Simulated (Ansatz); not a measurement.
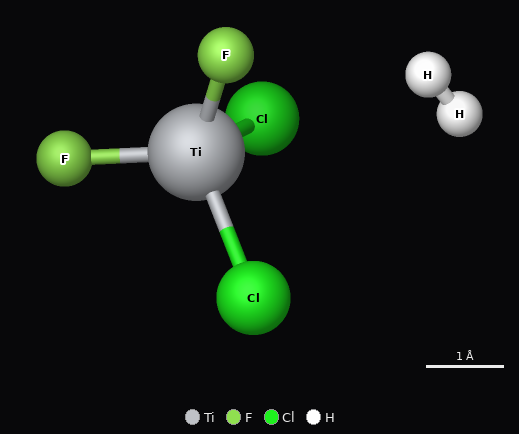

Figure 1. The starting structure (ball-and-stick view, seen at a tilt). Sticks mark near contacts. Bond lengths as drawn: Cl–Ti 2.18 Å, F–Ti 1.73 Å and H–H 0.76 Å.

# Nudged elastic band, with input and output: TiH₂Cl₂F₂

The run: nudged elastic band of TiH₂Cl₂F₂. Method and program: RKS B3LYP-D4/def2-SVP (Ansatz 0.2.0).

It belongs to a series of runs on one base structure; here: band between the two ends.

Input file:
```yaml
crystal:
  periodic: [false, false, false]
  atoms:
    - { symbol: Ti, position_ang: [-0.170157, -0.289635, -0.158139] }
    - { symbol: F, position_ang: [-0.15427, -0.299603, 1.571947] }
    - { symbol: Cl, position_ang: [1.869306, -0.354926, -0.919124] }
    - { symbol: Cl, position_ang: [-1.198489, 1.489735, -0.878199] }
    - { symbol: F, position_ang: [-1.021444, -1.694217, -0.693588] }
    - { symbol: H, position_ang: [1.528685, 2.394371, 1.393681] }
    - { symbol: H, position_ang: [1.225368, 1.943076, 1.924422] }
basis:
  gaussian: { orbitals: def2-SVP }
hamiltonian:
  xc: b3lyp
  dispersion: d4
neb:
  order_check: false
  images: 7
  f_tol: 0.03
  max_iterations: 60
  final_atoms:
    - { symbol: Ti, position_ang: [0.33225621, 0.21855947, -0.1865372] }
    - { symbol: F, position_ang: [-0.52609144, 0.76316153, 1.89622773] }
    - { symbol: Cl, position_ang: [1.81321254, -0.06796308, -1.75114515] }
    - { symbol: Cl, position_ang: [-1.1845624, 1.57709755, -0.99220464] }
    - { symbol: F, position_ang: [-0.14724908, -1.37482739, 0.29547103] }
    - { symbol: H, position_ang: [1.49457813, 0.94252866, 0.81376577] }
    - { symbol: H, position_ang: [0.29685505, 1.13024426, 2.16542245] }
  initial_path:
    images:
      - { positions_ang: [[-0.170157, -0.289635, -0.158139], [-0.15427, -0.299603, 1.571947], [1.869306, -0.354926, -0.919124], [-1.198489, 1.489735, -0.878199], [-1.021444, -1.694217, -0.693588], [1.528685, 2.394371, 1.393681], [1.225368, 1.943076, 1.924422]] }
      - { positions_ang: [[-0.12872493, -0.21847618, -0.11572946], [-0.11079853, -0.21619787, 1.72671458], [1.95738606, -0.27220957, -0.88986603], [-1.18023518, 1.59653277, -0.85862769], [-0.98508283, -1.64742785, -0.6605737], [1.41014924, 2.1921565, 1.19578147], [1.11630517, 1.75442321, 1.84330082]] }
      - { positions_ang: [[-0.08729286, -0.14731737, -0.07331993], [-0.06732705, -0.13279274, 1.88148216], [2.04546611, -0.18949314, -0.86060806], [-1.16198135, 1.70333053, -0.83905638], [-0.94872166, -1.6006387, -0.62755939], [1.29161348, 1.989942, 0.99788195], [1.00724234, 1.56577043, 1.76217964]] }
      - { positions_ang: [[-0.04586079, -0.07615855, -0.03091039], [-0.02385558, -0.04938762, 2.03624975], [2.13354617, -0.10677671, -0.83135009], [-1.14372753, 1.8101283, -0.81948507], [-0.9123605, -1.55384955, -0.59454509], [1.17307771, 1.7877275, 0.79998242], [0.89817952, 1.37711764, 1.68105846]] }
      - { positions_ang: [[-0.00442872, -0.00499974, 0.01149914], [0.01961589, 0.03401751, 2.19101733], [2.22162622, -0.02406028, -0.80209211], [-1.1254737, 1.91692606, -0.79991375], [-0.87599933, -1.5070604, -0.56153078], [1.05454195, 1.585513, 0.6020829], [0.78911669, 1.18846485, 1.59993728]] }
      - { positions_ang: [[0.07974251, 0.05089006, -0.03800994], [-0.11681094, 0.21630352, 2.11731993], [2.1195228, -0.03503598, -1.03935537], [-1.14024588, 1.83196894, -0.84798647], [-0.69381177, -1.47400215, -0.34728033], [1.16455099, 1.42476691, 0.65500362], [0.66605128, 1.1739097, 1.74130857]] }
      - { positions_ang: [[0.16391374, 0.10677986, -0.08751903], [-0.25323777, 0.39858952, 2.04362253], [2.01741938, -0.04601168, -1.27661863], [-1.15501805, 1.74701181, -0.8960592], [-0.51162421, -1.4409439, -0.13302988], [1.27456004, 1.26402083, 0.70792433], [0.54298587, 1.15935456, 1.88267987]] }
      - { positions_ang: [[0.24808498, 0.16266966, -0.13702811], [-0.38966461, 0.58087552, 1.96992513], [1.91531596, -0.05698738, -1.51388189], [-1.16979023, 1.66205468, -0.94413192], [-0.32943664, -1.40788564, 0.08122057], [1.38456908, 1.10327474, 0.76084505], [0.41992046, 1.14479941, 2.02405116]] }
      - { positions_ang: [[0.33225621, 0.21855947, -0.1865372], [-0.52609144, 0.76316153, 1.89622773], [1.81321254, -0.06796308, -1.75114515], [-1.1845624, 1.57709755, -0.99220464], [-0.14724908, -1.37482739, 0.29547103], [1.49457813, 0.94252866, 0.81376577], [0.29685505, 1.13024426, 2.16542245]] }
```

Launch command:
```bash
ansatz run input.yaml --threads 2 --pin off --max-ram 3072MiB --backend cpu --events-out ev --progress --plain --runs-dir out
```

The program's output:
```
Engine: ansatz 0.2.0, aarch64-unknown-linux-gnu
Functional definition: B3LYP
  parameter a0 = 0.2
  parameter ax = 0.72
  parameter ac = 0.81
  exchange = (1 - a0 - ax)*slater_x + ax*b88_x + a0*exact_x
  correlation = (1 - ac)*vwn_rpa_c + ac*lyp_c
1124 factors; integrals over basis functions are off by at most 2.5e-4 eV
mean field evaluation 1: about -53613.8629 eV, gradient 5.7e1 eV
mean field evaluation 2: about -53392.9781 eV, gradient 4.0e2 eV
mean field evaluation 4: about -53619.7709 eV, gradient 8.4e0 eV
mean field evaluation 8: about -53619.9334 eV, gradient 2.1e-1 eV
mean field evaluation 16: about -53619.9335 eV, gradient 2.3e-5 eV
mean field -53619.93350250 eV, -1970.4962113207 hartree, gradient 2.2e-5 eV, S^2 0.000000; 0 other end points of the search recorded, 0 dependent functions left out
the calculation of the forces begins
reference -53619.93385788 eV, -1970.4962243807 hartree; 38, 38 occupied and 67, 67 virtual orbitals, 1124 factors
1129 factors; integrals over basis functions are off by at most 1.0e-3 eV
mean field evaluation 32: about -53618.1738 eV, gradient 4.0e-4 eV
mean field -53618.17380159 eV, -1970.4315435048 hartree, gradient 5.1e-5 eV, S^2 0.000000; 0 other end points of the search recorded, 0 dependent functions left out
[... from here on the field's lines of each further geometry are left out, up to the last ...]
NEB iter   1: max|band force component| = 4.143e0 eV/Å  barrier→ = 3.3948 eV  barrier← = 1.6497 eV  Δτ_max = 0.2000 Å  (334 SCF iters)
NEB iter   2: max|band force component| = 3.514e0 eV/Å  barrier→ = 2.0943 eV  barrier← = 0.3493 eV  Δτ_max = 0.2000 Å  (290 SCF iters)
NEB iter   3: max|band force component| = 3.490e0 eV/Å  barrier→ = 2.0110 eV  barrier← = 0.2660 eV  Δτ_max = 0.1978 Å  (254 SCF iters)
NEB iter   4: max|band force component| = 1.732e0 eV/Å  barrier→ = 1.9552 eV  barrier← = 0.2101 eV  Δτ_max = 0.1978 Å  (249 SCF iters)
NEB iter   5: max|band force component| = 1.302e0 eV/Å  barrier→ = 1.9442 eV  barrier← = 0.1992 eV  Δτ_max = 0.1988 Å  (251 SCF iters)
NEB iter   6: max|band force component| = 5.588e-1 eV/Å  barrier→ = 1.9284 eV  barrier← = 0.1834 eV  Δτ_max = 0.1947 Å  (263 SCF iters)
NEB iter   7: max|band force component| = 2.468e-1 eV/Å  barrier→ = 1.9112 eV  barrier← = 0.1662 eV  CI = image 6  Δτ_max = 0.1983 Å  (251 SCF iters)
NEB iter   8: max|band force component| = 2.742e-1 eV/Å  barrier→ = 1.8863 eV  barrier← = 0.1413 eV  CI = image 6  Δτ_max = 0.1004 Å  (245 SCF iters)
NEB iter   9: max|band force component| = 2.444e-1 eV/Å  barrier→ = 1.8781 eV  barrier← = 0.1330 eV  CI = image 6  Δτ_max = 0.1002 Å  (249 SCF iters)
NEB iter  10: max|band force component| = 1.488e-1 eV/Å  barrier→ = 1.8775 eV  barrier← = 0.1324 eV  CI = image 6  Δτ_max = 0.0999 Å  (246 SCF iters)
NEB iter  11: max|band force component| = 1.880e-1 eV/Å  barrier→ = 1.8798 eV  barrier← = 0.1347 eV  CI = image 6  Δτ_max = 0.0500 Å  (248 SCF iters)
NEB iter  12: max|band force component| = 1.542e-1 eV/Å  barrier→ = 1.8760 eV  barrier← = 0.1310 eV  CI = image 6  Δτ_max = 0.0500 Å  (248 SCF iters)
NEB iter  13: max|band force component| = 1.072e-1 eV/Å  barrier→ = 1.8758 eV  barrier← = 0.1308 eV  CI = image 6  Δτ_max = 0.0500 Å  (225 SCF iters)
NEB iter  14: max|band force component| = 9.107e-2 eV/Å  barrier→ = 1.8757 eV  barrier← = 0.1307 eV  CI = image 6  Δτ_max = 0.0500 Å  (226 SCF iters)
NEB iter  15: max|band force component| = 6.409e-2 eV/Å  barrier→ = 1.8757 eV  barrier← = 0.1306 eV  CI = image 6  Δτ_max = 0.0500 Å  (215 SCF iters)
NEB iter  16: max|band force component| = 3.537e-2 eV/Å  barrier→ = 1.8757 eV  barrier← = 0.1306 eV  CI = image 6  Δτ_max = 0.0500 Å  (223 SCF iters)
the calculation of the forces begins
reference -53618.15182555 eV, -1970.4307359004 hartree; 38, 38 occupied and 67, 67 virtual orbitals, 1129 factors
1125 factors; integrals over basis functions are off by at most 1.4e-3 eV
mean field evaluation 1056: about -53618.0802 eV, gradient 1.0e-1 eV
mean field -53618.08023450 eV, -1970.4281049777 hartree, gradient 1.0e-5 eV, S^2 0.000000; 1 other end points of the search recorded, 0 dependent functions left out
the calculation of the forces begins
reference -53618.08059018 eV, -1970.4281180487 hartree; 38, 38 occupied and 67, 67 virtual orbitals, 1125 factors
NEB iter  17: max|band force component| = 2.071e-2 eV/Å  barrier→ = 1.8757 eV  barrier← = 0.1306 eV  CI = image 6  Δτ_max = 0.0000 Å  (421 SCF iters)
```

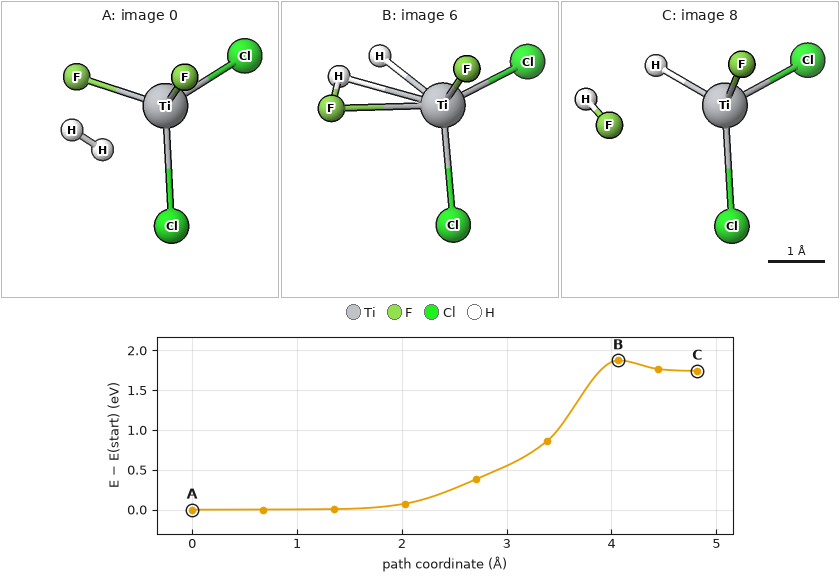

Figure 2. Images of the last band (counted from 0; ball-and-stick, seen at a tilt) above the energy along the path; the line is a cubic interpolation that uses the forces. The highest image is number 6, 1.876 eV above the start and 0.131 eV above the end (the climbing image); the end lies 1.745 eV above the start. The path is 4.82 Å long. The band converged in 17 iterations.

```
Total energy: -53618.34699503 eV, -1970.4379082464 hartree
Atom 0 at     0.194767     0.264082    -0.059026 Å, force    -0.000979     0.001074    -0.002642 eV/Å
Atom 1 at    -0.466510     0.695198     1.870245 Å, force    -0.002865    -0.000335     0.000669 eV/Å
Atom 2 at     1.865955     0.134149    -1.457713 Å, force     0.000618    -0.000409     0.000699 eV/Å
Atom 3 at    -1.230566     1.594628    -1.023874 Å, force     0.000207    -0.000680     0.001522 eV/Å
Atom 4 at    -0.325750    -1.373422     0.091672 Å, force     0.000006    -0.000448     0.000011 eV/Å
Atom 5 at     1.449078     0.938245     1.063846 Å, force     0.000313    -0.000096     0.000251 eV/Å
Atom 6 at     0.592025     0.935921     1.755850 Å, force     0.002701     0.000894    -0.000510 eV/Å
Dipole moment:     0.128164     0.121584     0.138614 e Å
this run last wrote the band of iteration 17 to [file]
```

The last band as extended XYZ (Å, eV, eV/Å):
```
7
Properties=species:S:1:pos:R:3:forces:R:3 image=0 energy=-53620.22231
Ti   -0.1702   -0.2896   -0.1581   -0.0090  -0.0156  -0.0024
F    -0.1543   -0.2996    1.5719    0.0073   0.0111   0.0254
Cl    1.8693   -0.3549   -0.9191   -0.0005   0.0008  -0.0033
Cl   -1.1985    1.4897   -0.8782    0.0010  -0.0001  -0.0034
F    -1.0214   -1.6942   -0.6936    0.0010   0.0030  -0.0164
H     1.5287    2.3944    1.3937    0.0071   0.0115  -0.0099
H     1.2254    1.9431    1.9244   -0.0069  -0.0107   0.0100
7
Properties=species:S:1:pos:R:3:forces:R:3 image=1 energy=-53620.22006
Ti   -0.2550   -0.2556   -0.2002    0.0009   0.0035  -0.0060
F    -0.2818   -0.1152    1.5245   -0.0001  -0.0035   0.0020
Cl    1.7951   -0.1388   -0.9273    0.0004  -0.0017  -0.0001
Cl   -1.4585    1.3334   -1.0754    0.0015   0.0008   0.0003
F    -0.9253   -1.7856   -0.6415   -0.0015  -0.0004   0.0039
H     1.8734    2.2024    1.5463   -0.0011   0.0069   0.0003
H     1.3310    1.9481    2.0145   -0.0001  -0.0055  -0.0004
7
Properties=species:S:1:pos:R:3:forces:R:3 image=2 energy=-53620.21479
Ti   -0.3269   -0.1641   -0.2336    0.0045  -0.0044   0.0111
F    -0.4256    0.1151    1.4707    0.0169   0.0014  -0.0183
Cl    1.7170    0.1037   -0.9462   -0.0140  -0.0037   0.0127
Cl   -1.6617    1.2108   -1.2658   -0.0074  -0.0012  -0.0037
F    -0.8203   -1.7898   -0.5440   -0.0130  -0.0099  -0.0148
H     2.0427    1.8976    1.5917    0.0170   0.0139   0.0160
H     1.5539    1.8154    2.1681   -0.0038   0.0040  -0.0030
7
Properties=species:S:1:pos:R:3:forces:R:3 image=3 energy=-53620.14589
Ti   -0.2850   -0.0093   -0.1774   -0.0637  -0.0524  -0.0522
F    -0.4882    0.3449    1.5063    0.0631  -0.0008  -0.0380
Cl    1.7206    0.3066   -0.9880   -0.0253  -0.0116   0.0535
Cl   -1.6774    1.2356   -1.2897   -0.0570  -0.0330  -0.0399
F    -0.6599   -1.6817   -0.3677   -0.0812  -0.0429  -0.0804
H     2.0033    1.5177    1.5120    0.0917   0.0767   0.0850
H     1.4656    1.4749    2.0456    0.0723   0.0640   0.0720
7
Properties=species:S:1:pos:R:3:forces:R:3 image=4 energy=-53619.83789
Ti   -0.1533    0.1251   -0.0527   -0.1569  -0.0901  -0.0860
F    -0.6102    0.4039    1.6117    0.0357  -0.0669  -0.0802
Cl    1.7923    0.3186   -1.0883   -0.0228   0.0023   0.1536
Cl   -1.4948    1.4035   -1.1798   -0.1152  -0.0679  -0.0944
F    -0.5276   -1.5417   -0.2486   -0.1785  -0.0702  -0.1645
H     1.8111    1.2495    1.3387    0.2026   0.1399   0.1305
H     1.2615    1.2299    1.8599    0.2352   0.1528   0.1410
7
Properties=species:S:1:pos:R:3:forces:R:3 image=5 energy=-53619.35677
Ti    0.0079    0.2315    0.0484   -0.3601  -0.0664   0.1842
F    -0.6678    0.5305    1.6899   -0.3228  -0.2318  -0.3108
Cl    1.8488    0.2452   -1.2436   -0.0819   0.0889   0.3711
Cl   -1.3082    1.5134   -1.1036   -0.1179  -0.0855  -0.1273
F    -0.3752   -1.4407   -0.0406   -0.1924  -0.0932  -0.2031
H     1.5860    1.0603    1.1960    0.2995   0.1777   0.2110
H     0.9875    1.0486    1.6944    0.7756   0.2102  -0.1250
7
Properties=species:S:1:pos:R:3:forces:R:3 image=6 energy=-53618.34664
Ti    0.1948    0.2641   -0.0590   -0.0010   0.0011  -0.0026
F    -0.4665    0.6952    1.8702   -0.0029  -0.0003   0.0007
Cl    1.8660    0.1341   -1.4577    0.0006  -0.0004   0.0007
Cl   -1.2306    1.5946   -1.0239    0.0002  -0.0007   0.0015
F    -0.3257   -1.3734    0.0917    0.0000  -0.0004   0.0000
H     1.4491    0.9382    1.0638    0.0003  -0.0001   0.0003
H     0.5920    0.9359    1.7558    0.0027   0.0009  -0.0005
7
Properties=species:S:1:pos:R:3:forces:R:3 image=7 energy=-53618.45428
Ti    0.2713    0.2435   -0.1427    0.0382  -0.0018  -0.0430
F    -0.4843    0.7476    1.9246   -0.0133   0.0082   0.0228
Cl    1.8558    0.0428   -1.6118    0.0041  -0.0238  -0.0626
Cl   -1.2132    1.5952   -1.0009    0.0166   0.0183   0.0160
F    -0.2541   -1.3697    0.1924    0.0298   0.0022   0.0219
H     1.4570    0.9225    0.9240    0.0008  -0.0179  -0.0522
H     0.4464    1.0069    1.9553   -0.0762   0.0149   0.0971
7
Properties=species:S:1:pos:R:3:forces:R:3 image=8 energy=-53618.47726
Ti    0.3323    0.2186   -0.1865   -0.0003  -0.0101  -0.0037
F    -0.5261    0.7632    1.8962    0.0221   0.0113   0.0035
Cl    1.8132   -0.0680   -1.7511   -0.0056   0.0012   0.0031
Cl   -1.1846    1.5771   -0.9922    0.0020   0.0027  -0.0018
F    -0.1472   -1.3748    0.2955    0.0016  -0.0006  -0.0014
H     1.4946    0.9425    0.8138   -0.0024   0.0064   0.0048
H     0.2969    1.1302    2.1654   -0.0174  -0.0108  -0.0043
```

Key numbers:

```csv
quantity,value
outcome,converged
"barrier, forward",1.876 eV
"barrier, backward",0.131 eV
hardware,"2 threads of Arm Neoverse V1, 24 GiB of memory available, shared host"
wall time,7.8 min (CPU time 15 min)
peak memory,0.27 GiB
```

Notes:

The order of the saddle point was not checked.
